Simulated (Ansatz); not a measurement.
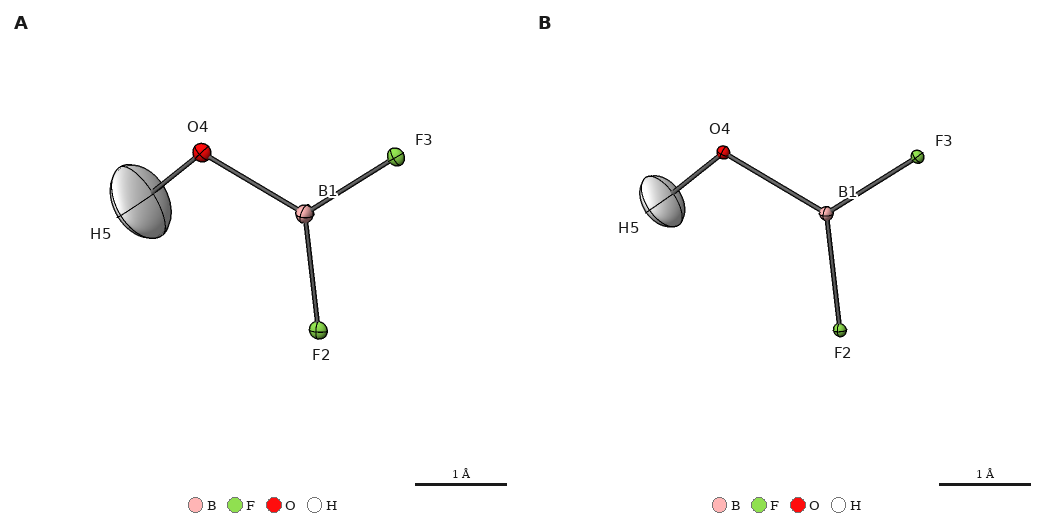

Displacement ellipsoids at the 50 % level, scaled by 1.5, from the internal vibrations of the free molecule (harmonic, no overall translation or rotation; no half-axis is drawn under 0.075 Å). Vibrations computed with RKS PBE0-D4/def2-TZVP (Ansatz 0.2.0). One panel is for 0 K (zero-point motion alone), the other for 900 K.

### Which panel is for 900 K?

A.

### How much does the mean-square displacement of H5 grow, and why?

U_eq goes from 0.0172 to 0.0368 Å², a factor of 2.1. Modes below kT (626 cm⁻¹ at 900 K) grow about in proportion to T, and the lowest lies at 443 cm⁻¹; the mean-square amplitude of a mode is its zero-point value times coth(ħω/2kT), which comes close to 1 only above about 3kT.
